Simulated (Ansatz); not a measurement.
# H3S+ (triplet): correlated methods under varied settings at distance S1–H2 = 1.485 Å

What do other methods and options give for H3S+ (triplet) at this geometry, and how long do they take?

Computed with Ansatz 0.2.0, Gaussian basis. Level: the settings change from run to run.

22 further runs of the same task are left out: 1 for a mislabelled method, 16 that didn't finish, 5 set aside as unsound or not needed.

## 1. What is computed

The geometry derives from a PBE0/def2-TZVP stationary point (not a proven minimum). One bond is set to the value named and the two fragments are kept rigid.

4 atoms, charge 1, spin multiplicity 3.

Atoms are counted from 1 here; the program's logs count them from 0.

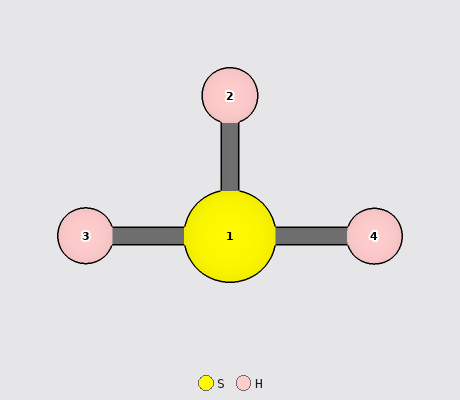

The geometry (sulfur yellow, hydrogen pink); atoms are numbered from 1 in the order of the file.

Coordinates:

```
atom    x (Å)     y (Å)     z (Å)
  S1  0.00000  -0.04277   0.00000
  H2  0.00000   1.44223   0.00000
  H3  0.00000  -0.04086   1.52013
  H4  0.00000  -0.04086  -1.52013
```

## 2. MRCISD+Q(6,5)/cc-pVDZ

in.yaml reads:

```yaml
crystal:
  periodic: [false, false, false]
  atoms:
    - {symbol: S, position_ang: [0.000000, -0.042767, 0.000000]}
    - {symbol: H, position_ang: [0.000000, 1.442233, 0.000000]}
    - {symbol: H, position_ang: [0.000000, -0.040856, 1.520127]}
    - {symbol: H, position_ang: [0.000000, -0.040856, -1.520127]}
basis:
  gaussian: {orbitals: cc-pVDZ, point_charges: [{charge: 0.50, position_ang: [4.234, -0.749, -0.785]}]}
total_charge: 1
magnetization: {spin_polarized: false, initial_magnetization: 2}
correlation: {method: fic_mrcisd_q, electrons: outside_noble_gas, active_space: {window: {electrons: 6, orbitals: 5}}}
scf: {lower_state_search: full}
```

Launch:

```
> ansatz run in.yaml --threads 1 --pin off --events-out ev --progress --plain --max-ram 2393MiB
```

Standard output, shortened:

```text
Functional definition: HF
  name "HF"
  cite "Fock, Z. Phys. 61, 126 (1930) doi:10.1007/BF01340294"
  parent pbe
[...]
324 factors; integrals over basis functions are off by at most 1.3e-3 eV
[...]
mean field -10850.26632580 eV, -398.7399328984 hartree, gradient 1.2e-6 eV, S^2 2.000000; 4 other end points of the search recorded, 0 dependent functions left out
reference -10850.26632580 eV, -398.7399328984 hartree; 10, 8 occupied and 23, 25 virtual orbitals, 324 factors
state -10851.10519751 eV, -398.7707608653 hartree
contracted CI cycle   1: correlation 0.00000000 eV, 0.0000000000 hartree, residual 1.52e1 eV
contracted CI cycle   2: correlation -3.52071665 eV, -0.1293839506 hartree, residual 2.92e0 eV
contracted CI cycle   3: correlation -3.67342946 eV, -0.1349960428 hartree, residual 7.60e-1 eV
contracted CI cycle   4: correlation -3.68563993 eV, -0.1354447690 hartree, residual 2.47e-1 eV
contracted CI cycle   5: correlation -3.68686041 eV, -0.1354896209 hartree, residual 8.40e-2 eV
contracted CI cycle   6: correlation -3.68697678 eV, -0.1354938977 hartree, residual 2.63e-2 eV
contracted CI cycle   7: correlation -3.68698900 eV, -0.1354943466 hartree, residual 8.83e-3 eV
contracted CI cycle   8: correlation -3.68699059 eV, -0.1354944050 hartree, residual 3.37e-3 eV
contracted CI cycle   9: correlation -3.68699082 eV, -0.1354944135 hartree, residual 1.25e-3 eV
state -10851.10519751 eV, -398.7707608653 hartree; corrected -10855.04189101 eV, -398.9154316828 hartree
state -10850.89602032 eV, -398.7630737454 hartree
contracted CI cycle   1: correlation 0.00000000 eV, 0.0000000000 hartree, residual 1.54e1 eV
contracted CI cycle   2: correlation -3.71729799 eV, -0.1366081813 hartree, residual 2.82e0 eV
contracted CI cycle   3: correlation -3.84509675 eV, -0.1413046991 hartree, residual 5.98e-1 eV
contracted CI cycle   4: correlation -3.85093996 eV, -0.1415194334 hartree, residual 1.47e-1 eV
contracted CI cycle   5: correlation -3.85126981 eV, -0.1415315551 hartree, residual 3.55e-2 eV
contracted CI cycle   6: correlation -3.85128993 eV, -0.1415322943 hartree, residual 9.46e-3 eV
contracted CI cycle   7: correlation -3.85129149 eV, -0.1415323519 hartree, residual 2.54e-3 eV
contracted CI cycle   8: correlation -3.85129161 eV, -0.1415323562 hartree, residual 6.30e-4 eV
state -10850.89602032 eV, -398.7630737454 hartree; corrected -10855.02857869 eV, -398.9149424643 hartree
state -10851.10519751 eV, -398.7707608653 hartree; corrected -10855.04189101 eV, -398.9154316828 hartree
Total energy: -10855.04189101 eV, -398.9154316828 hartree
```

It took 0.69 s on 1 thread of Intel Xeon 6975P-C, shared host.

From the report: 100 determinants; active occupations 2.00, 1.96, 1.00, 1.00, 0.04.

## 3. NEVPT4(SD)(2,3)/def2-mTZVP

in.yaml reads:

```yaml
crystal:
  periodic: [false, false, false]
  atoms:
    - {symbol: S, position_ang: [0.000000, -0.042767, 0.000000]}
    - {symbol: H, position_ang: [0.000000, 1.442233, 0.000000]}
    - {symbol: H, position_ang: [0.000000, -0.040856, 1.520127]}
    - {symbol: H, position_ang: [0.000000, -0.040856, -1.520127]}
basis:
  gaussian: {orbitals: def2-mTZVP}
total_charge: 1
magnetization: {spin_polarized: false, initial_magnetization: 2}
correlation: {method: fic_nevpt4_sd, electrons: outside_noble_gas, active_space: {window: {electrons: 2, orbitals: 3}}}
```

Launched as before.

Standard output:

```text
Functional definition: HF
  name "HF"
  cite "Fock, Z. Phys. 61, 126 (1930) doi:10.1007/BF01340294"
  parent pbe
  exchange = exact_x
  correlation = 0
303 factors; integrals over basis functions are off by at most 8.6e-4 eV
mean field evaluation 1: about -10851.2110 eV, gradient 9.3e0 eV
mean field evaluation 2: about -10851.2130 eV, gradient 9.3e0 eV
mean field evaluation 4: about -10851.6971 eV, gradient 7.9e-1 eV
mean field evaluation 8: about -10851.7023 eV, gradient 6.5e-4 eV
mean field -10851.70229137 eV, -398.7927036597 hartree, gradient 2.0e-6 eV, S^2 2.000000; 0 other end points of the search recorded, 0 dependent functions left out
reference -10851.70229137 eV, -398.7927036597 hartree; 10, 8 occupied and 21, 23 virtual orbitals, 303 factors
state -10851.70229137 eV, -398.7927036597 hartree
state -10851.70229137 eV, -398.7927036597 hartree; corrected -10855.98225938 eV, -398.9499895833 hartree
WARN: 1 active orbitals are nearly empty or full. The corrections depend on them more than the energy does, and are more stable in an active space without them
Total energy: -10855.98225938 eV, -398.9499895833 hartree
```

Wall time 0.36 s (1 thread of Intel Xeon 6975P-C, shared host).

From the report: 4 determinants; active occupations 1.00, 1.00, 0.00. The report marks this result as in doubt.

## 4. CCSD(T)/6-31G

Edit in.yaml of step 3 so:

```diff
@@ -8,5 +8,7 @@
 basis:
-  gaussian: {orbitals: def2-mTZVP}
+  gaussian: {orbitals: 6-31G}
 total_charge: 1
 magnetization: {spin_polarized: false, initial_magnetization: 2}
-correlation: {method: fic_nevpt4_sd, electrons: outside_noble_gas, active_space: {window: {electrons: 2, orbitals: 3}}}
+hamiltonian: {xc: {name: r2SCAN}}
+correlation: {method: ccsd_t, electrons: outside_noble_gas, diis_vectors: 1}
+output: {forces: true}
```

The command is unchanged.

Standard output, shortened:

```text
Functional definition: r2SCAN
  name "r2SCAN"
  cite "Furness, Kaplan, Ning, Perdew & Sun, J. Phys. Chem. Lett. 11, 8208 (2020) doi:10.1021/acs.jpclett.0c02405"
  cite "Furness, Kaplan, Ning, Perdew & Sun, J. Phys. Chem. Lett. 11, 9248 (2020) doi:10.1021/acs.jpclett.0c03077"
  parent r2scan
[...]
236 factors; integrals over basis functions are off by at most 3.3e-4 eV
[...]
mean field -10868.00187461 eV, -399.3917022958 hartree, gradient 2.0e-6 eV, S^2 2.000000; 0 other end points of the search recorded, 0 dependent functions left out
[...]
5 core orbitals not correlated: weight in the atoms' cores, before any rotation towards them, 1.000 or more for the frozen orbitals, at most 0.000 for the correlated occupied ones
reference -10849.17288451 eV, -398.6997496721 hartree; 5, 3 occupied and 9, 11 virtual orbitals, 236 factors
second order -1.63345109 eV of doubles, -0.23254688 eV of singles
cycle   1  -2.24584048 eV  change   -3.8e-1 eV  update   5.6e-2
[...]
cycle  16  -2.45144675 eV  change   -1.7e-6 eV  update   1.4e-6
perturbative correction -0.02040775 eV, -0.0007499711 hartree
[...]
Total energy: -10851.64473901 eV, -398.7905886495 hartree
Atom 0 at     0.000000    -0.042767     0.000000 Å, force    -0.000000     1.661437    -0.000000 eV/Å
Atom 1 at     0.000000     1.442233     0.000000 Å, force     0.000000    -1.359895     0.000000 eV/Å
Atom 2 at     0.000000    -0.040856     1.520127 Å, force    -0.000000    -0.150771     1.526555 eV/Å
Atom 3 at     0.000000    -0.040856    -1.520127 Å, force     0.000000    -0.150771    -1.526555 eV/Å
Dipole moment:    -0.000000     0.313633    -0.000000 e Å
```

Wall time 1 s (1 thread of Intel Xeon 6975P-C, shared host).

From the report: correlation -2.4719 eV; T1 0.027; largest double amplitude 0.13. The orbitals are Kohn-Sham ones, so correlation energy and T1 don't compare with those on Hartree-Fock orbitals.

## 5. CCSD(T) on UHF/6-31G

in.yaml reads:

```yaml
crystal:
  periodic: [false, false, false]
  atoms:
    - {symbol: S, position_ang: [0.000000, -0.042767, 0.000000]}
    - {symbol: H, position_ang: [0.000000, 1.442233, 0.000000]}
    - {symbol: H, position_ang: [0.000000, -0.040856, 1.520127]}
    - {symbol: H, position_ang: [0.000000, -0.040856, -1.520127]}
basis:
  gaussian: {orbitals: 6-31G, fitting: {mean_field: def2-universal-jkfit}}
total_charge: 1
magnetization: {spin_polarized: true, initial_magnetization: 2}
correlation: {method: ccsd_t, electrons: outside_noble_gas, diis_vectors: 12}
accuracy: high
output: {forces: true}
```

Launched as before.

Standard output, shortened:

```text
Functional definition: HF
  name "HF"
  cite "Fock, Z. Phys. 61, 126 (1930) doi:10.1007/BF01340294"
  parent pbe
[...]
182 factors; integrals over basis functions are off by at most 1.1e-1 eV
[...]
mean field -10849.59948282 eV, -398.7154268711 hartree, gradient 2.3e-8 eV, S^2 2.051976; 0 other end points of the search recorded, 0 dependent functions left out
5 core orbitals not correlated: weight in the atoms' cores, before any rotation towards them, 1.000 or more for the frozen orbitals, at most 0.000 for the correlated occupied ones
reference -10849.59948282 eV, -398.7154268711 hartree; 5, 3 occupied and 9, 11 virtual orbitals, 182 factors
second order -1.42360617 eV of doubles, -0.00000000 eV of singles
cycle   1  -1.77596006 eV  change   -3.5e-1 eV  update   5.9e-2
[...]
cycle  21  -2.05601316 eV  change   4.0e-10 eV  update  4.9e-10
perturbative correction -0.02098784 eV, -0.0007712889 hartree
[...]
Total energy: -10851.67648382 eV, -398.7917552498 hartree
Atom 0 at     0.000000    -0.042767     0.000000 Å, force    -0.000000     1.660787     0.000000 eV/Å
Atom 1 at     0.000000     1.442233     0.000000 Å, force    -0.000000    -1.357789     0.000000 eV/Å
Atom 2 at     0.000000    -0.040856     1.520127 Å, force     0.000000    -0.151499     1.529136 eV/Å
Atom 3 at     0.000000    -0.040856    -1.520127 Å, force     0.000000    -0.151499    -1.529136 eV/Å
Dipole moment:     0.000000     0.313845     0.000000 e Å
```

Run time: 0.27 s. Hardware: 1 thread of Intel Xeon 6975P-C, shared host.

From the report: ⟨S²⟩ of the determinant 2.052 (pure triplet: 2.00); correlation -2.0770 eV; T1 0.018; largest double amplitude 0.12.

## 6. BCCD on ROHF/def2-SVPD

in.yaml reads:

```yaml
crystal:
  periodic: [false, false, false]
  atoms:
    - {symbol: S, position_ang: [0.000000, -0.042767, 0.000000]}
    - {symbol: H, position_ang: [0.000000, 1.442233, 0.000000]}
    - {symbol: H, position_ang: [0.000000, -0.040856, 1.520127]}
    - {symbol: H, position_ang: [0.000000, -0.040856, -1.520127]}
basis:
  gaussian: {orbitals: def2-SVPD}
total_charge: 1
magnetization: {spin_polarized: false, initial_magnetization: 2}
correlation: {method: bccd, electrons: outside_noble_gas}
output: {forces: true}
```

The command is unchanged.

Standard output, shortened:

```text
Functional definition: HF
  name "HF"
  cite "Fock, Z. Phys. 61, 126 (1930) doi:10.1007/BF01340294"
  parent pbe
[...]
488 factors; integrals over basis functions are off by at most 1.4e-3 eV
[...]
mean field -10848.58656528 eV, -398.6782028381 hartree, gradient 3.0e-6 eV, S^2 2.000000; 0 other end points of the search recorded, 0 dependent functions left out
5 core orbitals not correlated: weight in the atoms' cores, before any rotation towards them, 1.000 or more for the frozen orbitals, at most 0.000 for the correlated occupied ones
reference -10848.58656528 eV, -398.6782028381 hartree; 5, 3 occupied and 41, 43 virtual orbitals, 488 factors
second order -3.81612790 eV of doubles, -0.19496173 eV of singles
cycle   1  -4.57614127 eV  change   -5.6e-1 eV  update   5.6e-2
[...]
cycle  12  -4.77374117 eV  change    9.4e-8 eV  update   8.5e-7
[...]
Total energy: -10853.36030646 eV, -398.8536345904 hartree
Atom 0 at     0.000000    -0.042767     0.000000 Å, force     0.000000     2.298560     0.000000 eV/Å
Atom 1 at     0.000000     1.442233     0.000000 Å, force    -0.000000    -2.282524    -0.000000 eV/Å
Atom 2 at     0.000000    -0.040856     1.520127 Å, force     0.000000    -0.008018     0.144081 eV/Å
Atom 3 at     0.000000    -0.040856    -1.520127 Å, force    -0.000000    -0.008018    -0.144081 eV/Å
Dipole moment:    -0.000000     0.221129    -0.000000 e Å
```

Wall time 2.5 s (1 thread of Intel Xeon 6975P-C, shared host).

From the report: correlation -4.7737 eV; largest double amplitude 0.07.

## 7. CASCI(2,3)/6-31G

Edit in.yaml of step 6 so:

```diff
@@ -8,6 +8,6 @@
 basis:
-  gaussian: {orbitals: def2-SVPD}
+  gaussian: {orbitals: 6-31G}
 total_charge: 1
 magnetization: {spin_polarized: false, initial_magnetization: 2}
-correlation: {method: bccd, electrons: outside_noble_gas}
+correlation: {active_space: {window: {electrons: 2, orbitals: 3}, fixed_orbitals: true}}
 output: {forces: true}
```

The command is unchanged.

Standard output, shortened:

```text
Functional definition: HF
  name "HF"
  cite "Fock, Z. Phys. 61, 126 (1930) doi:10.1007/BF01340294"
  parent pbe
[...]
236 factors; integrals over basis functions are off by at most 3.3e-4 eV
[...]
mean field -10849.28520466 eV, -398.7038773615 hartree, gradient 2.5e-6 eV, S^2 2.000000; 0 other end points of the search recorded, 0 dependent functions left out
reference -10849.28520466 eV, -398.7038773615 hartree; 10, 8 occupied and 9, 11 virtual orbitals, 236 factors
state -10849.28520466 eV, -398.7038773615 hartree
[...]
Total energy: -10849.28520466 eV, -398.7038773615 hartree
Atom 0 at     0.000000    -0.042767     0.000000 Å, force     0.000000     2.579124    -0.000000 eV/Å
Atom 1 at     0.000000     1.442233     0.000000 Å, force    -0.000000    -2.131561     0.000000 eV/Å
Atom 2 at     0.000000    -0.040856     1.520127 Å, force     0.000000    -0.223781     0.931628 eV/Å
Atom 3 at     0.000000    -0.040856    -1.520127 Å, force     0.000000    -0.223781    -0.931628 eV/Å
Dipole moment:     0.000000     0.361168     0.000000 e Å
```

It took 0.12 s on 1 thread of Intel Xeon 6975P-C, shared host.

From the report: 4 determinants; active occupations 1.00, 1.00, 0.00. With so small a space the active step adds no correlation: the energy is the mean field's.

## 8. The runs in one table

Where basis and cores are those of an earlier FCI/6-31G run (-10851.6854 eV), and the state is the same kind, the miss against it is given. † marks a result that the program doubts.

```
                                        level         correlated  functions  energy (eV)  from FCI (meV)    time
MRCISD+Q(6,5)/cc-pVDZ (beside a point charge)  outside noble gas         33  -10855.0419                  0.69 s
                 NEVPT4(SD)(2,3)/def2-mTZVP †  outside noble gas         31  -10855.9823                  0.36 s
           CCSD(T)/6-31G (on r2SCAN orbitals)  outside noble gas         19  -10851.6447            40.6     1 s
                         CCSD(T) on UHF/6-31G  outside noble gas         19  -10851.6765             8.9  0.27 s
                       BCCD on ROHF/def2-SVPD  outside noble gas         51  -10853.3603                   2.5 s
                             CASCI(2,3)/6-31G                            19  -10849.2852          2400.2  0.12 s
```

## 9. Summary of results

| quantity | value |
| --- | --- |
| runs | 6 |
| quickest | CASCI(2,3)/6-31G, 0.12 s |
| slowest | BCCD on ROHF/def2-SVPD, 2.5 s |

**Reading.** Total energies in different bases, with other cores or another treatment of relativity can't be set against each other. BCCD on ROHF/def2-SVPD took 21 times as long as CASCI(2,3)/6-31G; the jobs differ in more than the method. Among the correlated runs with a miss given, it spans +9 to +41 meV. Hartree-Fock, CASSCF and CASCI lack dynamic correlation by design. Cores frozen from Kohn-Sham orbitals shift the total energy.
